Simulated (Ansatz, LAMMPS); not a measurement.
## Site preference of Al in place of Hf in amorphous 76HfO2-24La2O3 (mol %) (87 atoms)

Aim: make Al in place of Hf at several sites of amorphous 76HfO2-24La2O3 (mol %) (87 atoms), relax each, and compare their energies.

Main program and level: Ansatz 0.2.0; Kohn-Sham DFT, PBE, PAW (set soft_2), plane waves.

### 1. Set-up

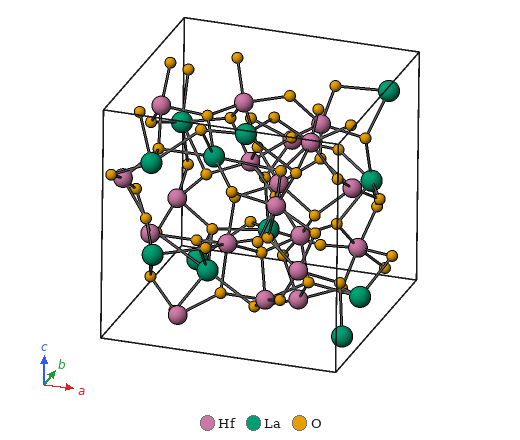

Start, viewed slightly off an axis; hafnium pink, lanthanum teal, oxygen orange. Some periodic images of atoms are drawn too.

The cell holds 87 atoms: 19 Hf, 12 La and 56 O. Its edges and angles: a = 11.054 Å, b = 11.054 Å, c = 11.054 Å, α = 90.0°, β = 90.0°, γ = 90.0°. 87 atoms (19 Zr, 12 Nd, 56 O) placed at random at 5.36 g/cm³, melted at 5000 K for 10 ps at fixed volume with the Morse and Coulomb pair potential with partial charges (Pedone, Malavasi, Menziani, Cormack and Segre, J. Phys. Chem. B 110, 11780 (2006)). Quenched from 5000 K to 300 K at 50 K/ps and fixed volume, held 5 ps, then minimised at fixed cell. Then Zr was replaced by Hf, Nd was replaced by La (the potential has no terms for the new elements, so the cell is a start for a DFT relaxation).

What the set-up can't give: The quench rate of 50 K/ps is many orders above laboratory rates, so the cell is likely richer in defects and strain than a real sample. The network of bonds at the start is that of the classical potential that made the cell, and needn't be the one that DFT or experiment would give. Only the Γ point is sampled, in a cell whose shortest periodic width is 11 Å. The levels lack spin–orbit coupling, which is large for the heavy elements here.

### 2. Single point at the start

A single point comes first, to see the forces before anything moves.

input.yaml

```yaml
crystal:
  lattice:
    - [11.0542, 0.0, 0.0]
    - [0.0, 11.0542, 0.0]
    - [0.0, 0.0, 11.0542]
  atoms:
    - { symbol: Hf, position: [0.77814, 0.17082, 0.34326] }
    - { symbol: Hf, position: [0.47132, 0.98029, 0.54297] }
    - { symbol: Hf, position: [0.58886, 0.47441, 0.57436] }
    - { symbol: Hf, position: [0.09359, 0.32809, 0.33879] }
    - { symbol: Hf, position: [0.58128, 0.34114, 0.11719] }
    - { symbol: Hf, position: [0.88926, 0.50793, 0.58553] }
    - { symbol: Hf, position: [0.27268, 0.15707, 0.07813] }
    - { symbol: Hf, position: [0.79779, 0.85879, 0.16819] }
    - { symbol: Hf, position: [0.38446, 0.62455, 0.83751] }
    - { symbol: Hf, position: [0.77135, 0.32863, 0.84006] }
    - { symbol: Hf, position: [0.08643, 0.68384, 0.34902] }
    - { symbol: Hf, position: [0.66938, 0.75582, 0.73296] }
    - { symbol: Hf, position: [0.64769, 0.57564, 0.31347] }
    - { symbol: Hf, position: [0.38906, 0.70153, 0.54789] }
    - { symbol: Hf, position: [0.43802, 0.28167, 0.36631] }
    - { symbol: Hf, position: [0.63287, 0.60456, 0.0195] }
    - { symbol: Hf, position: [0.00864, 0.22915, 0.60947] }
    - { symbol: Hf, position: [0.10405, 0.41743, 0.86603] }
    - { symbol: Hf, position: [0.68227, 0.16626, 0.61422] }
    - { symbol: La, position: [0.88653, 0.96084, 0.82814] }
    - { symbol: La, position: [0.58906, 0.05238, 0.96157] }
    - { symbol: La, position: [0.42758, 0.82787, 0.20517] }
    - { symbol: La, position: [0.84978, 0.86603, 0.46717] }
    - { symbol: La, position: [0.13732, 0.79458, 0.04357] }
    - { symbol: La, position: [0.08706, 0.72932, 0.66399] }
    - { symbol: La, position: [0.9698, 0.16459, 0.08616] }
    - { symbol: La, position: [0.20004, 0.01862, 0.79007] }
    - { symbol: La, position: [0.37548, 0.2869, 0.73588] }
    - { symbol: La, position: [0.21203, 0.01322, 0.3911] }
    - { symbol: La, position: [0.91557, 0.545, 0.09772] }
    - { symbol: La, position: [0.27827, 0.50954, 0.1321] }
    - { symbol: O, position: [0.93984, 0.33135, 0.94047] }
    - { symbol: O, position: [0.14179, 0.27776, 0.73913] }
    - { symbol: O, position: [0.06974, 0.8621, 0.4226] }
    - { symbol: O, position: [0.05984, 0.50742, 0.2654] }
    - { symbol: O, position: [0.74715, 0.73811, 0.31428] }
    - { symbol: O, position: [0.28355, 0.47023, 0.82709] }
    - { symbol: O, position: [0.3732, 0.1254, 0.91811] }
    - { symbol: O, position: [0.92355, 0.26697, 0.27223] }
    - { symbol: O, position: [0.40266, 0.84712, 0.42167] }
    - { symbol: O, position: [0.87193, 0.9812, 0.0414] }
    - { symbol: O, position: [0.62688, 0.23301, 0.43971] }
    - { symbol: O, position: [0.68979, 0.2073, 0.18662] }
    - { symbol: O, position: [0.97697, 0.75957, 0.19976] }
    - { symbol: O, position: [0.6425, 0.33848, 0.69231] }
    - { symbol: O, position: [0.72473, 0.59022, 0.65641] }
    - { symbol: O, position: [0.74458, 0.49728, 0.91324] }
    - { symbol: O, position: [0.20038, 0.32682, 0.01638] }
    - { symbol: O, position: [0.67692, 0.90828, 0.83953] }
    - { symbol: O, position: [0.88077, 0.34793, 0.68903] }
    - { symbol: O, position: [0.5092, 0.11743, 0.66979] }
    - { symbol: O, position: [0.40548, 0.10488, 0.41323] }
    - { symbol: O, position: [0.78092, 0.71408, 0.04809] }
    - { symbol: O, position: [0.84866, 0.16987, 0.51813] }
    - { symbol: O, position: [0.12273, 0.18682, 0.46695] }
    - { symbol: O, position: [0.63589, 0.26535, 0.95514] }
    - { symbol: O, position: [0.66208, 0.99964, 0.52089] }
    - { symbol: O, position: [0.77245, 0.14586, 0.78044] }
    - { symbol: O, position: [0.83879, 0.81589, 0.67184] }
    - { symbol: O, position: [0.2925, 0.7302, 0.71348] }
    - { symbol: O, position: [0.3264, 0.70887, 0.99049] }
    - { symbol: O, position: [0.4268, 0.23742, 0.16532] }
    - { symbol: O, position: [0.46395, 0.56984, 0.67589] }
    - { symbol: O, position: [0.09186, 0.56028, 0.9938] }
    - { symbol: O, position: [0.71502, 0.48761, 0.15435] }
    - { symbol: O, position: [0.29427, 0.98148, 0.61054] }
    - { symbol: O, position: [0.12864, 0.0747, 0.98015] }
    - { symbol: O, position: [0.48949, 0.47737, 0.0187] }
    - { symbol: O, position: [0.83026, 0.99587, 0.29885] }
    - { symbol: O, position: [0.22888, 0.70618, 0.22618] }
    - { symbol: O, position: [0.52498, 0.81503, 0.62826] }
    - { symbol: O, position: [0.21841, 0.65608, 0.48471] }
    - { symbol: O, position: [0.53734, 0.41921, 0.28573] }
    - { symbol: O, position: [0.52865, 0.61108, 0.45392] }
    - { symbol: O, position: [0.61814, 0.91818, 0.13011] }
    - { symbol: O, position: [0.95716, 0.65361, 0.48875] }
    - { symbol: O, position: [0.74052, 0.48026, 0.45419] }
    - { symbol: O, position: [0.0731, 0.84314, 0.84698] }
    - { symbol: O, position: [0.00992, 0.39035, 0.49762] }
    - { symbol: O, position: [0.54614, 0.66058, 0.1775] }
    - { symbol: O, position: [0.29744, 0.98312, 0.1565] }
    - { symbol: O, position: [0.27654, 0.3733, 0.31912] }
    - { symbol: O, position: [0.56028, 0.68336, 0.86897] }
    - { symbol: O, position: [0.02034, 0.53843, 0.73132] }
    - { symbol: O, position: [0.44071, 0.35949, 0.5388] }
    - { symbol: O, position: [0.14581, 0.1839, 0.21754] }
    - { symbol: O, position: [0.01577, 0.06109, 0.69322] }
kpoints:
  mp_grid: { grid: [1, 1, 1] }
hamiltonian:
  xc: pbe
scf:
  occupations: { method: fermi_dirac, width: 0.025 }
output:
  forces: true
```

The run is started by

```sh
$ ansatz run input.yaml --threads 4 --pin off --max-ram 8192MiB --backend cpu --events-out ev --progress --plain --runs-dir out
```

Numbers of over 12 decimals in the logs are rounded to 6 here.

Log:

```text
[...]
Pseudopotentials: kind: paw
Pseudopotential: Hf, paw, valence charge 26, recommended cutoff 420 eV (normal), Hf.paw.azcp
Pseudopotential: La, paw, valence charge 11, recommended cutoff 420 eV (normal), La.paw.azcp
Pseudopotential: O, paw, valence charge 6, recommended cutoff 420 eV (normal), O.paw.azcp
[... 5 lines on functional and potentials left out ...]
Crystal: 87 atoms, lattice volume = 1350.772 Å³
Basis set: ecut = 420 eV, 26529 PW (Γ), exchange–correlation on 150×150×150 points (8 copies of the dense FFT grid, shifted against one another)
Bands: 568, of which v1, the nominal top of the filled ones, is band 481 counted from 1 (480 counted from 0)
Symmetry: 1 space group operations
Space group: P1 (ITA 1), of the structure as read, at distance tolerance 1.1e-4 Å
k-points: 1
[... 7 lines on functional and potentials left out ...]
Initial density: superposition of atomic densities (neutral atoms: chi_scale 0, normalization atom), corrected by the library's trained network
Initial wavefunctions: pseudopotential atomic-orbital guess
[...]
SCF iter   1: F=—  HF=-405634.523852 eV  |F-HF|=—  |Δ(HF+E_count)|=         —  Δρ=3.59e-3  dr2=3.20e-1  ethr=1.77e-3  ⟨swp⟩=5.0  Hψ=2053  notcnv=0  defer=17
preconditioner: auto → Resta (q_TF=auto, 2.578 Å⁻¹)  ε∞=4.8  [insulator: Δε(μ)=3.596 eV  Ē_g=15.678 eV  σ=0.025 eV  W_gap=1.00  n_scr=388 (ndim 8)  ℏωp=30.7 eV  f_vac=0.116  D(μ)=0.00/eV (n_scr^D=0)  ε∞_Penn≈4.8]
SCF iter   2: F=—  HF=-405634.493201 eV  |F-HF|=—  |Δ(HF+E_count)|=   3.07e-2  Δρ=1.89e-3  dr2=7.26e-2  ethr=3.32e-5  ⟨swp⟩=3.0  Hψ=1065  notcnv=0  defer=78
SCF iter   3: F=—  HF=-405634.489099 eV  |F-HF|=—  |Δ(HF+E_count)|=   4.10e-3  Δρ=9.12e-4  dr2=1.98e-2  ethr=7.55e-6  ⟨swp⟩=4.0  Hψ=875  notcnv=0  defer=68
automatic band count: iteration 3 solves 558 bands in place of 568: the levels show a gap, and the empty bands left out lie too high to hold charge; the band table lists the bands solved (type scf.n_extra_bands for more)
SCF iter   4: F=—  HF=-405634.487382 eV  |F-HF|=—  |Δ(HF+E_count)|=   1.72e-3  Δρ=3.01e-4  dr2=1.59e-3  ethr=2.06e-6  ⟨swp⟩=4.0  Hψ=963  notcnv=0  defer=68
SCF iter   5: F=—  HF=-405634.487841 eV  |F-HF|=—  |Δ(HF+E_count)|=   4.59e-4  Δρ=1.99e-4  dr2=5.32e-4  ethr=1.65e-7  ⟨swp⟩=3.0  Hψ=981  notcnv=0  defer=68
[...]
SCF iter  10: F=—  HF=-405634.484951 eV  |F-HF|=—  |Δ(HF+E_count)|=   7.12e-7  Δρ=3.71e-6  dr2=2.01e-7  ethr=6.12e-11  ⟨swp⟩=2.0  Hψ=971  notcnv=0  defer=68
SCF iter  11: F=-405634.484951 eV  HF=-405634.484951 eV  |F-HF|=5.27e-8  |Δ(HF+E_count)|=   8.84e-8  Δρ=2.62e-6  dr2=8.94e-8  ethr=1.04e-11  ⟨swp⟩=4.0  Hψ=2004  notcnv=0
SCF 1 converged in 11 iterations: F = -405634.484951 eV  dr2 = 8.94e-8
[...]
SCF converged after 11 iterations
Free energy (F): -405634.484951 eV
Harris-Foulkes:  -405634.484951 eV  (|F-HF|=5.27e-8)
Internal energy: -405634.484951 eV  (E = F + TS)
E sigma→0 (E₀):  -405634.484951 eV
Fermi energy:    11.443023 eV
--- Per-component energies (eV) ---
[...]
Σ components = -405634.484951   (vs F -405634.484951, Δ=0.00e0)
--- Forces (eV/Å), atoms counted from 1 ---
  atom   1  Hf    -0.38856088     0.35113615    -0.85518508
  atom   2  Hf     0.76215228     0.88972436     0.30834230
  atom   3  Hf     0.26248765    -0.03777181     0.00323903
  atom   4  Hf     0.00033540    -0.15191969     0.55259935
[...]
atom  87  O      0.44195774     0.08681095    -0.26536920
  max |Σ_I F_I| component: 1.55e-4 eV/Å
```

Wall time 28 s (4 threads of Arm Neoverse V1, shared host); peak memory 2.2 GiB.

The column dr2 measures how far the density is from self-consistency, as an energy; F and HF (Harris–Foulkes) agree once it is small.

The r.m.s. force at the start is 0.35 eV/Å.

### 3. Relaxation

With the cell held, the atoms are moved downhill towards a nearby minimum.

input.yaml

```yaml
crystal:
  lattice:
    - [11.0542, 0.0, 0.0]
    - [0.0, 11.0542, 0.0]
    - [0.0, 0.0, 11.0542]
  atoms:
    [... the 87 atom lines of step 2 ...]
kpoints:
  mp_grid: { grid: [1, 1, 1] }
hamiltonian:
  xc: pbe
scf:
  occupations: { method: fermi_dirac, width: 0.025 }
output:
  forces: true
relax:
  f_tol: 0.05
  max_steps: 150
```

Log:

```text
[...]
Crystal: 87 atoms, lattice volume = 1350.772 Å³
Basis set: ecut = 420 eV, 26529 PW (Γ), exchange–correlation on 150×150×150 points (8 copies of the dense FFT grid, shifted against one another)
Bands: 578, of which v1, the nominal top of the filled ones, is band 481 counted from 1 (480 counted from 0)
Symmetry: 1 space group operations
[...]
k-points: 1
[...]
SCF iter   1: F=—  HF=-405634.524078 eV  |F-HF|=—  |Δ(HF+E_count)|=         —  Δρ=3.58e-3  dr2=3.20e-1  ethr=1.77e-3  ⟨swp⟩=5.0  Hψ=2086  notcnv=0  defer=25
[...]
SCF iter   6: F=-405634.484931 eV  HF=-405634.484879 eV  |F-HF|=5.23e-5  |Δ(HF+E_count)|=   2.10e-5  Δρ=5.50e-5  dr2=5.25e-5  ethr=6.50e-9  ⟨swp⟩=3.0  Hψ=2331  notcnv=0
SCF 1 converged in 6 iterations: F = -405634.484931 eV  dr2 = 5.25e-5
[...]
relax step   1: F+E_penalty+E_count = -405634.48493139 eV  Δ(F+E_penalty+E_count) = +0.000e0 eV  max|allowed force component| = 1.247e0 eV/Å  Δτ_max = 0.0000 Å  (6 SCF iters, dr2 threshold 6.25e-5 eV, accepted)
[...]
relax step   2: F+E_penalty+E_count = -405635.39274318 eV  Δ(F+E_penalty+E_count) = -9.078e-1 eV  max|allowed force component| = 1.418e0 eV/Å  Δτ_max = 0.1949 Å  (7 SCF iters, dr2 threshold 9.72e-5 eV, accepted)
[...]
relax step   3: F+E_penalty+E_count = -405635.86975216 eV  Δ(F+E_penalty+E_count) = -4.770e-1 eV  max|allowed force component| = 5.111e-1 eV/Å  Δτ_max = 0.0775 Å  (6 SCF iters, dr2 threshold 1.00e-4 eV, accepted)
relax step   4: F+E_penalty+E_count = -405636.34214944 eV  Δ(F+E_penalty+E_count) = -4.724e-1 eV  max|allowed force component| = 3.258e-1 eV/Å  Δτ_max = 0.2000 Å  (7 SCF iters, dr2 threshold 3.39e-5 eV, accepted)
relax step   5: F+E_penalty+E_count = -405636.49075158 eV  Δ(F+E_penalty+E_count) = -1.486e-1 eV  max|allowed force component| = 2.383e-1 eV/Å  Δτ_max = 0.2000 Å  (7 SCF iters, dr2 threshold 1.38e-5 eV, accepted)
relax step   6: F+E_penalty+E_count = -405636.56933268 eV  Δ(F+E_penalty+E_count) = -7.858e-2 eV  max|allowed force component| = 2.918e-1 eV/Å  Δτ_max = 0.2000 Å  (7 SCF iters, dr2 threshold 2.31e-5 eV, accepted)
relax step   7: F+E_penalty+E_count = -405636.62718449 eV  Δ(F+E_penalty+E_count) = -5.785e-2 eV  max|allowed force component| = 2.016e-1 eV/Å  Δτ_max = 0.1191 Å  (6 SCF iters, dr2 threshold 4.56e-5 eV, accepted)
relax step   8: F+E_penalty+E_count = -405636.72549454 eV  Δ(F+E_penalty+E_count) = -9.831e-2 eV  max|allowed force component| = 1.145e-1 eV/Å  Δτ_max = 0.2000 Å  (7 SCF iters, dr2 threshold 1.94e-5 eV, accepted)
relax step   9: F+E_penalty+E_count = -405636.73644238 eV  Δ(F+E_penalty+E_count) = -1.095e-2 eV  max|allowed force component| = 3.504e-1 eV/Å  Δτ_max = 0.1980 Å  (8 SCF iters, dr2 threshold 4.23e-6 eV, accepted)
relax step  10: F+E_penalty+E_count = -405636.79236805 eV  Δ(F+E_penalty+E_count) = -5.593e-2 eV  max|allowed force component| = 1.220e-1 eV/Å  Δτ_max = 0.0903 Å  (7 SCF iters, dr2 threshold 3.96e-5 eV, accepted)
relax step  11: F+E_penalty+E_count = -405636.79753926 eV  Δ(F+E_penalty+E_count) = -5.171e-3 eV  max|allowed force component| = 9.458e-2 eV/Å  Δτ_max = 0.0438 Å  (9 SCF iters, accepted)
relax step  12: F+E_penalty+E_count = -405636.80284218 eV  Δ(F+E_penalty+E_count) = -5.303e-3 eV  max|allowed force component| = 1.375e-1 eV/Å  Δτ_max = 0.2000 Å  (10 SCF iters, accepted)
relax step  13: F+E_penalty+E_count = -405636.81024140 eV  Δ(F+E_penalty+E_count) = -7.399e-3 eV  max|allowed force component| = 1.115e-1 eV/Å  Δτ_max = 0.0500 Å  (6 SCF iters, dr2 threshold 1.14e-5 eV, accepted)
relax step  14: F+E_penalty+E_count = -405636.81941010 eV  Δ(F+E_penalty+E_count) = -9.169e-3 eV  max|allowed force component| = 7.807e-2 eV/Å  Δτ_max = 0.0483 Å  (7 SCF iters, dr2 threshold 8.17e-6 eV, accepted)
relax step  15: F+E_penalty+E_count = -405636.82805992 eV  Δ(F+E_penalty+E_count) = -8.650e-3 eV  max|allowed force component| = 9.161e-2 eV/Å  Δτ_max = 0.1226 Å  (7 SCF iters, dr2 threshold 2.99e-6 eV, accepted)
relax step  16: F+E_penalty+E_count = -405636.84045176 eV  Δ(F+E_penalty+E_count) = -1.239e-2 eV  max|allowed force component| = 9.023e-2 eV/Å  Δτ_max = 0.0258 Å  (6 SCF iters, dr2 threshold 4.12e-6 eV, accepted)
relax step  17: F+E_penalty+E_count = -405636.87655997 eV  Δ(F+E_penalty+E_count) = -3.611e-2 eV  max|allowed force component| = 1.836e-1 eV/Å  Δτ_max = 0.2000 Å  (7 SCF iters, dr2 threshold 7.90e-6 eV, accepted)
relax step  18: F+E_penalty+E_count = -405636.88701443 eV  Δ(F+E_penalty+E_count) = -1.045e-2 eV  max|allowed force component| = 7.014e-2 eV/Å  Δτ_max = 0.0314 Å  (5 SCF iters, dr2 threshold 3.27e-5 eV, accepted)
relax step  19: F+E_penalty+E_count = -405636.90534191 eV  Δ(F+E_penalty+E_count) = -1.833e-2 eV  max|allowed force component| = 1.806e-1 eV/Å  Δτ_max = 0.2000 Å  (10 SCF iters, accepted)
relax step  20: F+E_penalty+E_count = -405636.89635944 eV  Δ(F+E_penalty+E_count) = +8.982e-3 eV  max|allowed force component| = 3.300e-1 eV/Å  Δτ_max = 0.1527 Å  (7 SCF iters, dr2 threshold 4.76e-6 eV, rejected (line search))
relax step  21: F+E_penalty+E_count = -405636.94870260 eV  Δ(F+E_penalty+E_count) = -4.336e-2 eV  max|allowed force component| = 1.509e-1 eV/Å  Δτ_max = 0.0764 Å  (10 SCF iters, accepted)
relax step  22: F+E_penalty+E_count = -405636.97019770 eV  Δ(F+E_penalty+E_count) = -2.150e-2 eV  max|allowed force component| = 7.565e-2 eV/Å  Δτ_max = 0.1000 Å  (7 SCF iters, dr2 threshold 1.59e-5 eV, accepted)
relax step  23: F+E_penalty+E_count = -405636.98821867 eV  Δ(F+E_penalty+E_count) = -1.802e-2 eV  max|allowed force component| = 2.907e-1 eV/Å  Δτ_max = 0.1463 Å  (10 SCF iters, accepted)
relax step  24: F+E_penalty+E_count = -405637.00079986 eV  Δ(F+E_penalty+E_count) = -1.258e-2 eV  max|allowed force component| = 3.617e-1 eV/Å  Δτ_max = 0.1558 Å  (7 SCF iters, dr2 threshold 2.12e-5 eV, accepted)
relax step  25: F+E_penalty+E_count = -405637.03141928 eV  Δ(F+E_penalty+E_count) = -3.062e-2 eV  max|allowed force component| = 1.481e-1 eV/Å  Δτ_max = 0.0331 Å  (5 SCF iters, dr2 threshold 1.00e-4 eV, accepted)
relax step  26: F+E_penalty+E_count = -405637.10492872 eV  Δ(F+E_penalty+E_count) = -7.351e-2 eV  max|allowed force component| = 1.333e-1 eV/Å  Δτ_max = 0.2000 Å  (9 SCF iters, dr2 threshold 3.68e-6 eV, accepted)
relax step  27: F+E_penalty+E_count = -405637.10573647 eV  Δ(F+E_penalty+E_count) = -8.078e-4 eV  max|allowed force component| = 2.050e-1 eV/Å  Δτ_max = 0.0941 Å  (7 SCF iters, dr2 threshold 2.98e-6 eV, accepted)
relax step  28: F+E_penalty+E_count = -405637.12160748 eV  Δ(F+E_penalty+E_count) = -1.587e-2 eV  max|allowed force component| = 8.725e-2 eV/Å  Δτ_max = 0.0577 Å  (6 SCF iters, dr2 threshold 3.40e-5 eV, accepted)
[...]
relax step  29: F+E_penalty+E_count = -405637.12594331 eV  Δ(F+E_penalty+E_count) = -4.336e-3 eV  max|allowed force component| = 3.913e-2 eV/Å  Δτ_max = 0.0261 Å  (8 SCF iters, accepted)
SCF converged after 8 iterations
Free energy (F): -405637.125943 eV
[...]
Internal energy: -405637.125943 eV  (E = F + TS)
E sigma→0 (E₀):  -405637.125943 eV
Fermi energy:    11.532739 eV
[...]
--- Forces (eV/Å), atoms counted from 1 ---
  atom   1  Hf     0.00884894    -0.00079241     0.00471352
  atom   2  Hf    -0.01253619    -0.01169415    -0.02306173
  atom   3  Hf    -0.02626887     0.00870822    -0.01215405
  atom   4  Hf     0.01701719     0.01741517    -0.01431196
  atom   5  Hf     0.00654427     0.00458241     0.01584673
  atom   6  Hf    -0.00886289     0.01362977    -0.02693591
  atom   7  Hf    -0.00541687    -0.01230414     0.03200850
  atom   8  Hf     0.00363740    -0.00709786     0.01428787
  atom   9  Hf     0.00796039     0.00588739    -0.00567259
  atom  10  Hf    -0.00657171     0.00415305    -0.00692655
  atom  11  Hf     0.01485379    -0.00433249     0.00264534
  atom  12  Hf    -0.01277225     0.00326506    -0.01523741
  atom  13  Hf    -0.00402729    -0.00381650     0.00829883
  atom  14  Hf    -0.01031819    -0.00624579    -0.01046973
[...]
atom  86  O     -0.00611058     0.00253020     0.00161841
  atom  87  O     -0.00502613    -0.00258349    -0.00119379
  max |Σ_I F_I| component: 4.66e-5 eV/Å
--- Relaxed structure (29 steps of the walk, 28 accepted, 0 SCFs on fresh bases) ---
  F+E_penalty+E_count = -405637.12594331 eV   max|allowed force component| = 3.913e-2 eV/Å
  atoms:
    - { symbol: Hf, position: [0.781724, 0.137006, 0.355193] }
    - { symbol: Hf, position: [0.487066, 1.006246, 0.538506] }
    - { symbol: Hf, position: [0.592799, 0.475409, 0.596614] }
    - { symbol: Hf, position: [0.082396, 0.316546, 0.338683] }
[...]
- { symbol: O, position: [0.037527, 0.064201, 0.698393] }
```

Elapsed: 10 min, on 4 threads; peak memory 2.2 GiB.

The relaxation converged after 29 steps, 2.64 eV below its start, with a largest force component of 0.039 eV/Å.

(Continued in part 2 of 3.)

[Logs are printed without paths, hosts, clocks, repeated set-up lines and the standing remarks that a program may print on its own settings, such as how far it seeks lower states.]

[Hosts, paths, dates, database ids (printed as entryN), source tags and the programs' standing remarks are cut or masked in the printed files.]
